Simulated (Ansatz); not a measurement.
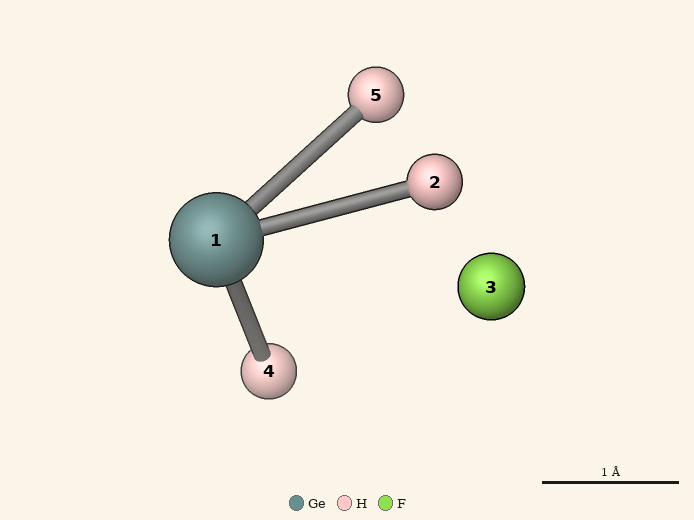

The picture comes from a calculation with Ansatz.

Orthographic view. Depth is shown by fading: the farther an atom, the more it takes the colour of the background. Geometry: start.

Give the distance matrix in Å.

| atom | Ge1 | H2 | F3 | H4 | H5 |
| --- | --- | --- | --- | --- | --- |
| Ge1 | 0.00 |  |  |  |  |
| H2 | 1.67 | 0.00 |  |  |  |
| F3 | 2.25 | 1.20 | 0.00 |  |  |
| H4 | 1.59 | 2.25 | 2.73 | 0.00 |  |
| H5 | 1.69 | 1.01 | 2.21 | 2.28 | 0.00 |
